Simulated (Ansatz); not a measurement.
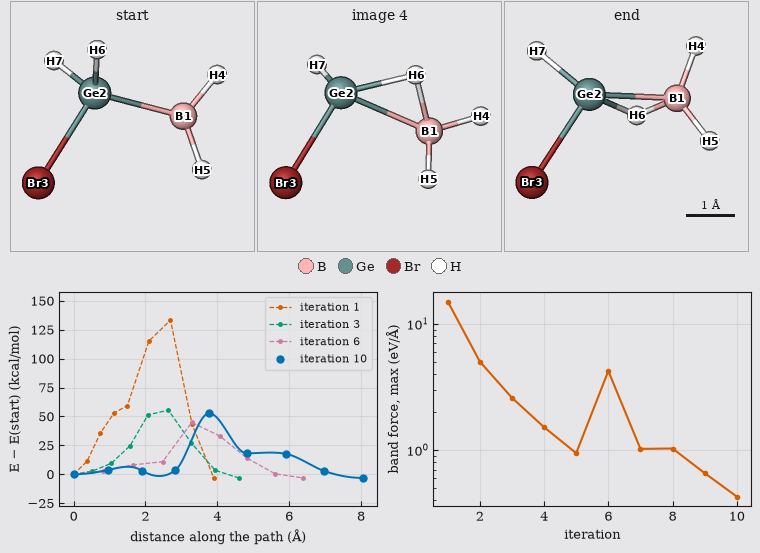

A search for the minimum-energy path of BGeH4Br by the nudged elastic band. Images are numbered from 0 (start) to 8 (end). The plot follows the band through its iterations. A ball-and-stick model, seen at a tilt.

Computed with Ansatz, RKS B3LYP/def2-SVP. Settings: 7 movable images; climbing image; force threshold 0.5 eV/Å; iteration limit 60; starting path through a guess of the saddle point.

Q: Did the band converge, and can the barrier be trusted?

A: The run is converged, with reservations. The band converged in 10 iterations. The largest component of the band force went from 15 to 0.43 eV/Å. The climbing image converged on the top of the path. Its curvatures weren't checked. The force threshold is loose. The first iteration put the highest image at 133.3 kcal/mol. Forward barrier 52.8 kcal/mol, backward barrier 55.9 kcal/mol, with image 4 at the top; the reaction energy is −3.1 kcal/mol.

The run took 2.6 min on 2 threads of Arm Neoverse V2, on a shared host, peak memory 0.23 GiB.
